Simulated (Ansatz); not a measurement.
C₃H₁₀FHfNO₂

```yaml
atoms:
  - { symbol: C, position_ang: [2.0485, -0.5773, 0.8097] }
  - { symbol: C, position_ang: [0.5712, -0.5390, 1.1734] }
  - { symbol: N, position_ang: [-0.3175, -0.3806, 0.0416] }
  - { symbol: C, position_ang: [-0.3858, -1.5337, -0.8285] }
  - { symbol: Hf, position_ang: [-1.4758, 1.2082, -0.4478] }
  - { symbol: O, position_ang: [-1.3485, 2.4466, 1.0276] }
  - { symbol: O, position_ang: [-0.8852, 1.9811, -2.1205] }
  - { symbol: F, position_ang: [-3.2671, 0.5421, -0.7255] }
  - { symbol: H, position_ang: [2.3425, 0.3416, 0.2963] }
  - { symbol: H, position_ang: [2.2839, -1.4202, 0.1563] }
  - { symbol: H, position_ang: [2.6609, -0.6780, 1.7094] }
  - { symbol: H, position_ang: [0.3092, -1.4601, 1.7176] }
  - { symbol: H, position_ang: [0.3959, 0.2890, 1.8672] }
  - { symbol: H, position_ang: [-1.1466, -1.3911, -1.6061] }
  - { symbol: H, position_ang: [0.5604, -1.7388, -1.3454] }
  - { symbol: H, position_ang: [-0.6698, -2.4389, -0.2729] }
  - { symbol: H, position_ang: [-1.3511, 3.3070, 1.4350] }
  - { symbol: H, position_ang: [-0.3251, 2.0423, -2.8874] }
```

Geometry: PBE0-D4/def2-TZVP; core potentials replace the inner electrons of Hf.

Level of theory: Ansatz, RKS PBE0-D4/def2-TZVPP.

Question: What can the converged electron density and electron localisation function tell about the bonding?

Answer: C–N (1.45 Å): ρ at the midpoint is about 1.9 e/Å³; the ELF peaks at about 0.90 between the atoms; a covalent bond.
Hf–O (1.93 Å): ρ is about 0.87 e/Å³ halfway; the ELF peaks at about 0.85 in the valence shell of O, 0.5 Å from its nucleus, and drops to about 0.20 between the two atoms.
Hf–N (2.03 Å): ρ is about 0.84 e/Å³ halfway; the ELF peaks at about 0.90 in the valence shell of N, 0.6 Å from its nucleus, and is about 0.30 at the midpoint.
C–Hf (2.98 Å): the density is about 0.45 e/Å³ at the midpoint; the ELF is about 0.45 at the midpoint.

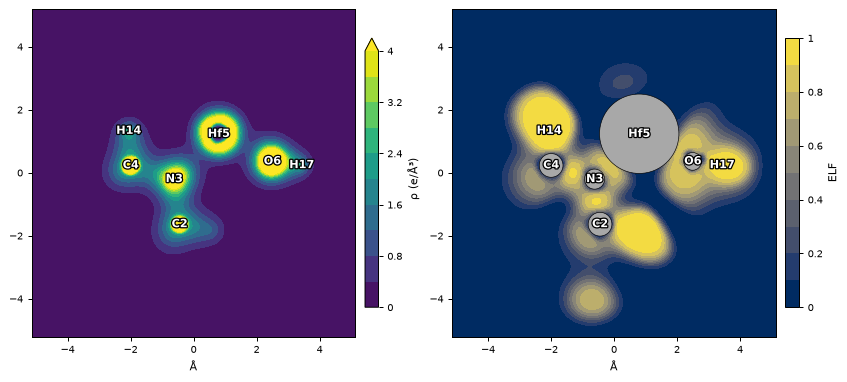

Computed electron density and electron localisation function on the plane of atoms N3, C4 and H14, in this order. Grey discs cover the atomic cores in the ELF map. 
